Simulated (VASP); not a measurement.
Band structure of Ru$_{2}$N. All values below come from PBE GGA, VASP's PBE PAW potentials (set 64) (plane waves; VASP).

The cell holds a wide vacuum, so values per volume refer to the whole cell.

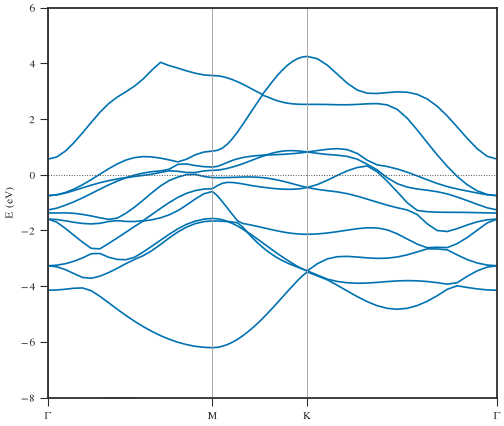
Figure: Bands along high-symmetry lines, zero at the valence-band maximum or, without a gap, the Fermi level

### Question
Read the plot: is there a gap, and where are the band edges?

### Answer
It has no gap at this level: it comes out as a metal or semimetal.

The cell is a sheet with vacuum, built from a generated structure.
